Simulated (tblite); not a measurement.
## C₆H₁₂Si₃: frequency calculation

- system: C₆H₁₂Si₃, SMILES CC#CC1=C[SiH2]C1([SiH3])[SiH3]
- method: GFN2-xTB harmonic vibrations, gas phase (tblite 0.8.0)

It belongs to a series of runs on one base structure; here: H on C replaced by propynyl.

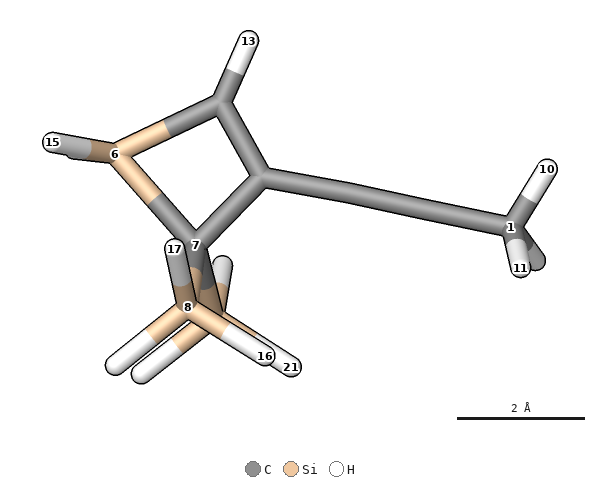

**Figure 1.** The structure as given in the input (stick view, seen on its broad side; atoms are numbered from 1 in the order of the input). Bond lengths as drawn: C–C 1.21 to 1.51 Å, C–H 1.08 to 1.09 Å, C–Si 1.87 to 1.95 Å and H–Si 1.46 to 1.47 Å.

### Key numbers

| quantity | value |
| --- | --- |
| outcome | converged |
| total energy | −653.9560 eV |
| zero-point energy | 86.4790 kcal/mol |
| hardware | 1 CPU thread, shared host |
| wall time | 1.3 s |
| peak memory | 0.18 GiB |

### The input
```
{"job": {"kind": "ir", "xc": "GFN2-xTB", "basis": "xTB"}, "charge": 0, "multiplicity": 1}
C      3.759636    -0.556731    -0.609372
C      2.441734    -0.022106    -0.357788
C      1.346026     0.433996    -0.148018
C      0.053858     0.921431     0.081492
C     -0.373391     2.191997     0.248697
Si    -2.171376     1.707014     0.442050
C     -1.177387     0.048950     0.179584
Si    -1.080547    -1.120954     1.670609
Si    -1.501616    -0.885459    -1.439398
H      4.507809     0.233957    -0.548131
H      3.996734    -1.327095     0.125096
H      3.795167    -1.001129    -1.604627
H      0.235134     3.082180     0.242772
H     -3.096323     2.071683    -0.631746
H     -2.797490     1.882538     1.752340
H     -0.004403    -2.101060     1.496880
H     -0.809641    -0.348304     2.888881
H     -2.359261    -1.821210     1.816147
H     -1.522116     0.061305    -2.560180
H     -2.800592    -1.558260    -1.353373
H     -0.450874    -1.875799    -1.692386
```

The first line tells a small driver script what to run in tblite; the rest is the geometry in Å.

Launch command:
```bash
OMP_NUM_THREADS=1 python <driver script> task.json out
```

### The program's output
```
mode    cm-1     km/mol
  1     -21.0      0.04
  2      51.6      0.38
  3      62.6      0.39
  4     114.5      0.05
  5     120.2      0.20
  6     128.5      0.26
  7     147.3      1.37
  8     152.6      0.05
  9     184.8      1.31
 10     215.3      1.03
 11     265.1      1.30
 12     308.8      0.32
 13     365.8      1.68
 14     400.4      9.76
 15     436.7      0.03
 16     472.9     34.98
 17     474.2     18.34
 18     505.0     30.73
 19     508.7     10.99
 20     514.2     21.01
 21     562.1     38.08
 22     580.3      5.03
 23     600.1    173.08
 24     732.7     26.32
 25     744.5     75.85
 26     768.7    143.68
 27     769.9     11.56
 28     781.0    527.30
 29     783.9      6.09
 30     787.7    475.15
 31     797.2    203.68
 32     811.0    144.65
 33     811.3    444.07
 34     913.0    181.55
 35     916.7    114.22
 36    1016.2      8.43
 37    1026.0     16.74
 38    1049.1     89.83
 39    1150.7     34.51
 40    1262.2     42.29
 41    1388.0      2.98
 42    1453.9      5.40
 43    1454.2      4.91
 44    1574.1     39.99
 45    2213.1     90.19
 46    2226.1    271.89
 47    2229.1     65.70
 48    2240.9      9.07
 49    2244.3    423.74
 50    2249.0    614.98
 51    2249.3    664.66
 52    2265.9    465.64
 53    2350.1     96.69
 54    2992.2     21.57
 55    2995.2     22.97
 56    3003.6     38.63
 57    3070.0     64.56
```

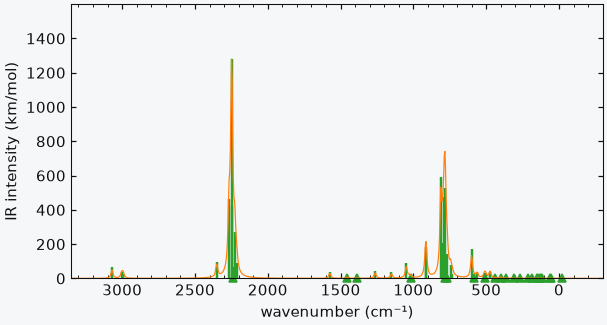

**Figure 2.** Harmonic infrared spectrum, unscaled: sticks (degenerate modes added up, dark ones marked on the axis) with a Lorentzian envelope of 16 cm⁻¹ full width, scaled to the tallest stick; imaginary modes are drawn at negative wavenumbers. 57 modes from 21i to 3070 cm⁻¹, 1 imaginary beyond 8i (21i cm⁻¹): not a clean minimum; so soft a mode can be a shallow saddle, an incomplete relaxation or noise of the force constants. The strongest line is at 2249 cm⁻¹ (1280 km/mol).
